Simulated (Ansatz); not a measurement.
RbRhI₄

Input

```
crystal:
  lattice:
    - [2.6467972844, 1.5281291246, 8.9694759173]
    - [-2.6467972844, 1.5281291246, 8.9694759173]
    - [0.0, -3.0562582493, 8.9694759173]
  atoms:
    - { symbol: Rb, position: [0.0, 0.0, 0.0] }
    - { symbol: Rh, position: [0.5, 0.5, 0.5] }
    - { symbol: I, position: [0.5976988358, 0.5976988358, 0.5976988358] }
    - { symbol: I, position: [0.8335063726, 0.8335063726, 0.8335063726] }
    - { symbol: I, position: [0.1664936274, 0.1664936274, 0.1664936274] }
    - { symbol: I, position: [0.4023011642, 0.4023011642, 0.4023011642] }
kpoints:
  mp_grid: { grid: [6, 6, 6] }
hamiltonian:
  xc: r2scan
  dispersion: rvv10
scf:
  occupations: { method: fermi_dirac, width: 0.03 }
relax:
  f_tol: 0.01
  cell: {}
  max_steps: 120
output:
  write_density: true
  write_potential: true
  elf: true
  volumetric_format: npy
```

Command:

```sh
ansatz run input.yaml --threads 2 --pin off --max-ram 2211MiB --backend cpu --events-out ev --progress --plain --runs-dir out
```

Below, planes, directions and counts refer to the conventional cell (a = 5.39 Å, b = 5.39 Å, c = 26.44 Å, α = 90.00°, β = 90.00°, γ = 120.00°).

The fields are those of the run's last geometry, not of the input's.

Space group R-3m; a structure from a database of computed crystals, not necessarily the ambient phase; started from the BaSrI4-166 prototype, which need not be the ambient phase; computed without spin polarisation.

Method: Ansatz 0.2.0, DFT, r2SCAN+rVV10, plane waves, PAW.

Question: What can the converged valence pseudo-density and electron localisation function tell about the bonding?

Answer: Rh–I (2.65 Å): the density is about 0.47 e/Å³ at the midpoint; the ELF is about 0.50 at the midpoint.

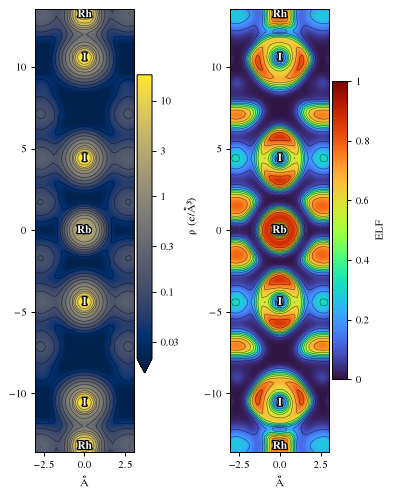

Computed valence pseudo-density and electron localisation function on the (100) plane of the conventional cell, in this order. 

Core electrons are frozen (PAW), and the valence fields are smoothed inside the atomic spheres.
